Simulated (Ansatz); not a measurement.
## Electronic structure of HNSi2 (SMILES N1[Si]=[Si-]1) (charge −1, doublet) in real space

The calculation's input:

```
crystal:
  periodic: [false, false, false]
  atoms:
    - {symbol: "N", position_ang: [-2.276013, 0.449617, 0.812366]}
    - {symbol: Si, position_ang: [-0.695791, 0.720039, 1.666789]}
    - {symbol: Si, position_ang: [-1.428331, 1.630500, -0.277354]}
    - {symbol: H, position_ang: [-3.232357, 0.375621, 1.138117]}
basis:
  gaussian:
    orbitals: def2-TZVPD
total_charge: -1
magnetization:
  spin_polarized: true
  initial_magnetization: 1
output: {forces: true, orbitals: {seedname: orbitals}}
hamiltonian:
  xc: {name: PBE0}
```

Run with:

```sh
ansatz run input.yaml --threads 1 --pin off --max-ram 2610MiB --events-out events.jsonl --progress --plain --runs-dir runs
```

Geometry: PBE0-D3(BJ)/def2-SVPD; the highest occupied orbital lies above zero, a sign that basis and functional describe the outermost electron poorly.

The calculation used isolated molecule in a Gaussian basis; Kohn-Sham density functional theory, functional PBE0 (Ansatz 0.2.0).

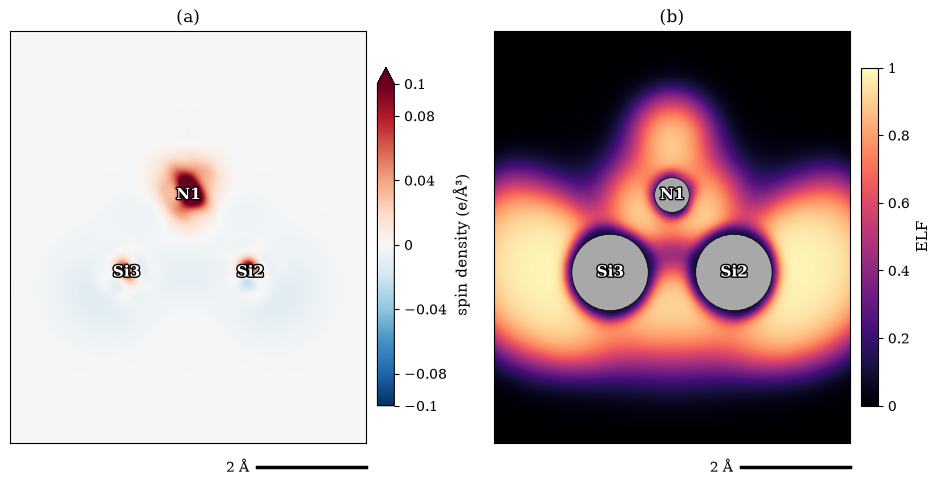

Figure 1. (a) spin density; (b) electron localisation function on the plane of atoms N1, Si2 and Si3. Grey discs cover the atomic cores in the ELF map.

**Interpret the plot.**

- Atoms in the plane: N and Si.
- Si–N (1.82 Å): the ELF peaks at about 0.85 between the atoms (a polar covalent bond).
- Si–Si (2.27 Å): the ELF peaks at about 0.65 between the atoms.
- The ELF also peaks beside Si2 and Si3, away from the bonds: non-bonding electrons, paired or unpaired.
- The unpaired spin (1 electron) lies mostly on Si2 (about 0.4), Si3 (about 0.4) and N1 (about 0.2), in electrons by Hirshfeld's partition.

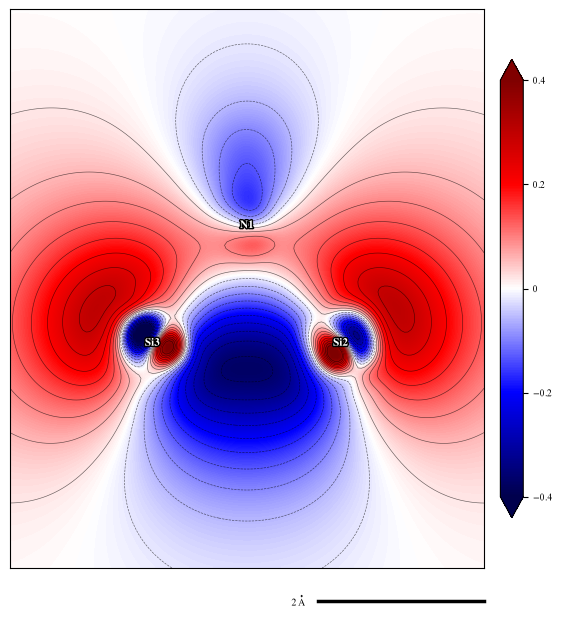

Figure 2. The HOMO (β) on the plane of atoms N1, Si2 and Si3 (values in Å⁻³ᐟ²; the overall sign is arbitrary).

**What is the character of this orbital?**

Its weight (Hirshfeld) is mainly on Si2 (about 45 %) and Si3 (about 45 %). Its energy is −0.12 eV.

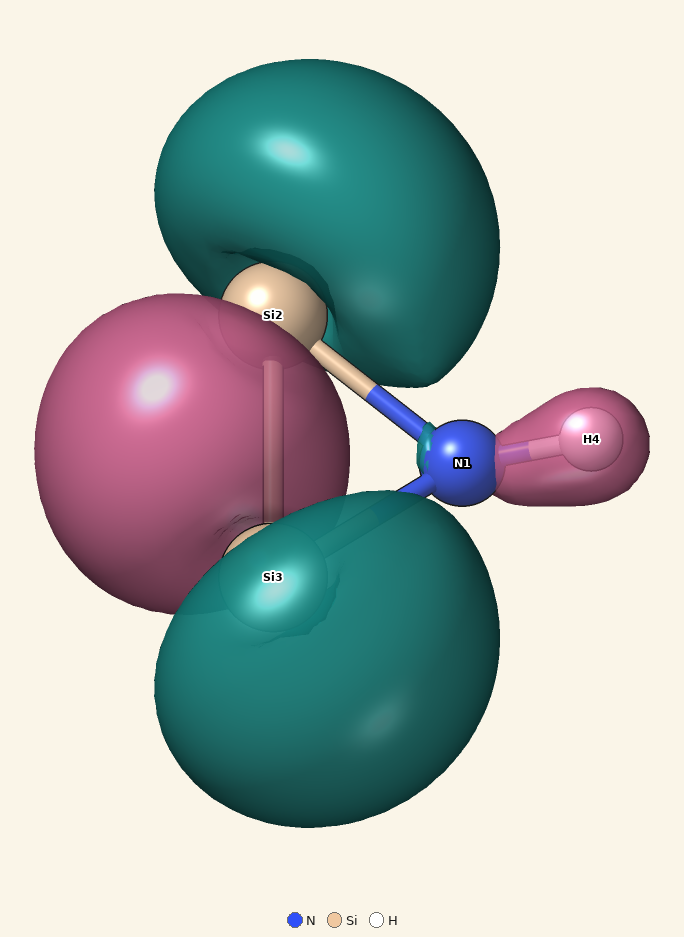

Figure 3. The HOMO−1 (α) at ±0.1 Å⁻³ᐟ² (teal and pink are the two phases), seen at a tilt.

**Where does this orbital lie, and at what energy?**

Its weight (Hirshfeld) is mainly on Si2 (about 45 %) and Si3 (about 45 %). Its energy is −0.22 eV.
